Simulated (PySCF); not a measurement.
# Si₂NH₇O: core-level calculation

Si₂NH₇O, computed with delta-SCF UKS PBE0, pcX-2 on the ionised atom, pcseg-1 elsewhere, spin-free X2C (PySCF 2.14.0).

Figures and captions count atoms from 1; the log counts them from 0 in places.

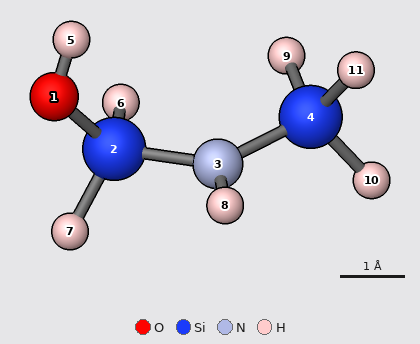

Fig. 1: The input geometry (ball-and-stick view, seen at a tilt; atoms are numbered from 1 in the order of the input). Bond lengths as drawn: H–N 1.02 Å, H–O 0.96 Å, H–Si 1.49 to 1.50 Å, N–Si 1.74 Å and O–Si 1.67 Å.

### Key numbers

| quantity | value |
| --- | --- |
| outcome | converged |
| hardware | 1 CPU thread, shared host |
| wall time | 29 s |
| peak memory | 0.5 GiB |

### Input file
```
{"job": {"kind": "xps", "xc": "PBE0"}, "charge": 0, "multiplicity": 1}
O     -2.509941     0.137560     0.387338
Si    -1.153496    -0.786896     0.107246
N      0.284146    -0.173980     0.861571
Si     1.680325     0.574157     0.137853
H     -2.485604     1.041169     0.058565
H     -0.834385    -0.863377    -1.349155
H     -1.518029    -2.110473     0.676125
H      0.304453    -0.246661     1.876827
H      1.433147     0.647423    -1.331759
H      2.933927    -0.202895     0.389996
H      1.904949     1.958286     0.663700
```

The first line tells a small driver script what to run in PySCF; the rest is the geometry in Å.

Command:
```bash
OMP_NUM_THREADS=1 python <driver script> task.json out
```

### Log
```
ground state, core basis on atom 0 (O), 130 functions
  cycle   1  E = -713.92289299  |g| = 7.83e-01
  cycle   2  E = -713.74712178  |g| = 1.24e+00
  cycle   3  E = -714.03230852  |g| = 8.06e-02
  cycle   4  E = -714.03307084  |g| = 5.35e-02
  cycle   5  E = -714.03365603  |g| = 8.20e-03
  cycle   6  E = -714.03367316  |g| = 8.16e-04
  cycle   7  E = -714.03367239  |g| = 1.46e-04
  E(ground) = -714.03398320 Eh
hole in O 1s of atom 0
  cycle   1  E = -693.46252593  |g| = 2.23e+00
  cycle   2  E = -693.20378102  |g| = 2.04e+00
  cycle   3  E = -694.22515666  |g| = 3.60e-01
[... 5 cycles left out ...]
  E(ion) = -694.27225624 Eh   <S^2> = 0.7579   hole on atom = 1.000   binding energy = 537.744 eV
ground state, core basis on atom 1 (Si), 141 functions
[... 6 cycles left out ...]
  E(ground) = -714.08067280 Eh
hole in Si 1s of atom 1
[... 9 cycles left out ...]
  E(ion) = -646.26573809 Eh   <S^2> = 0.7517   hole on atom = 1.000   binding energy = 1845.338 eV
hole in Si 2p of atom 1
[... 8 cycles left out ...]
  E(ion) = -710.13629221 Eh   <S^2> = 0.7527   hole on atom = 1.003   binding energy = 107.332 eV
  2p3/2 = 107.145 eV   2p1/2 = 107.762 eV
ground state, core basis on atom 2 (N), 130 functions
[... 5 cycles left out ...]
  E(ground) = -714.01692669 Eh
hole in N 1s of atom 2
[... 8 cycles left out ...]
  E(ion) = -699.17657288 Eh   <S^2> = 0.7607   hole on atom = 1.000   binding energy = 403.827 eV
ground state, core basis on atom 3 (Si), 141 functions
[... 6 cycles left out ...]
  E(ground) = -714.07197518 Eh
hole in Si 1s of atom 3
[... 8 cycles left out ...]
  cycle   9  E = -646.27358316  |g| = 1.82e-04
  E(ion) = -646.27398564 Eh   <S^2> = 0.7518   hole on atom = 1.000   binding energy = 1844.877 eV
hole in Si 2p of atom 3
  cycle   1  E = -709.81553792  |g| = 1.22e+00
  cycle   2  E = -709.89938775  |g| = 8.72e-01
  cycle   3  E = -710.12371062  |g| = 1.60e-01
  cycle   4  E = -710.13360213  |g| = 8.35e-02
  cycle   5  E = -710.13634819  |g| = 2.27e-02
  cycle   6  E = -710.13659972  |g| = 2.35e-03
  cycle   7  E = -710.13660213  |g| = 1.31e-03
  cycle   8  E = -710.13660288  |g| = 5.55e-04
  cycle   9  E = -710.13660240  |g| = 1.16e-04
  E(ion) = -710.13702043 Eh   <S^2> = 0.7525   hole on atom = 1.002   binding energy = 107.076 eV
  2p3/2 = 106.852 eV   2p1/2 = 107.468 eV
```

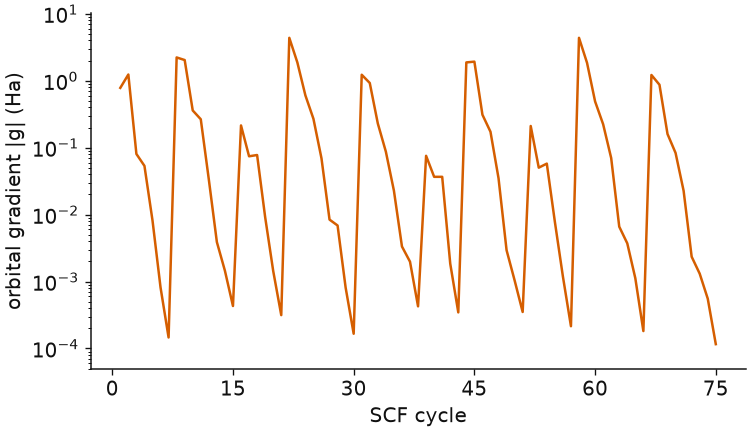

Fig. 2: Convergence of the self-consistent field: orbital gradient |g| against the SCF cycle. All cycles printed in the log are drawn one after another.

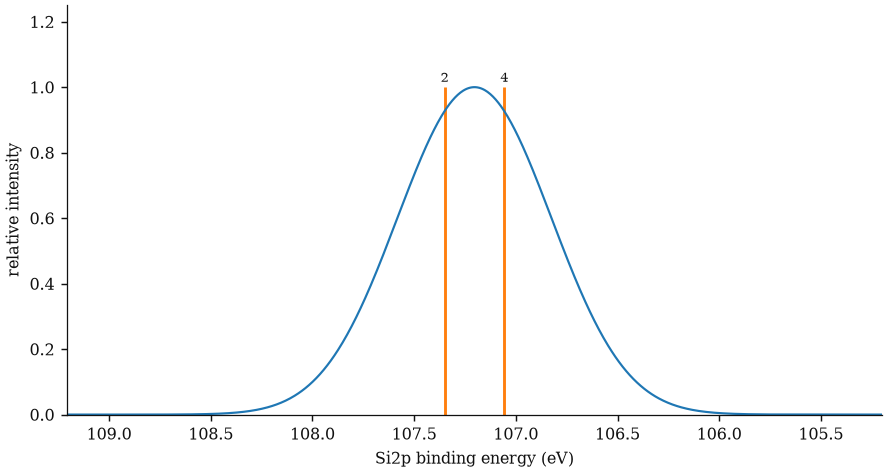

Fig. 3: Si2p binding energies by ΔSCF of the atoms computed, labelled by atom number, with a Gaussian envelope of 0.8 eV full width. They run from 107.06 eV (atom 4) to 107.35 eV (atom 2).
